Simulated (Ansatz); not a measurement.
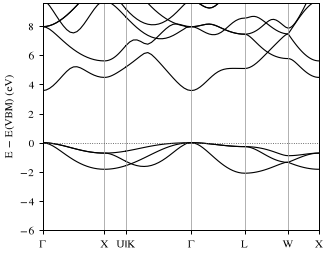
Figure. Band structure from PBE (plane waves, PAW; program Ansatz)

### Question
Read off the gap and where the band edges lie.

### Answer
About 3.6 eV (3.58 eV by a search for the band edges); maximum at Γ, minimum at Γ.

### Question
Pick the material that matches.
A. NaI, rock salt
B. Li2O, anti-fluorite
C. BaO, rock salt
D. CeO2, fluorite

### Answer
A, NaI, rock salt

Space group Fm-3m (rock salt). Symmetry was held in the PBE relaxation. Spin–orbit coupling is left out wherever it is not named.

Potentials: the later of the program's two PAW sets.
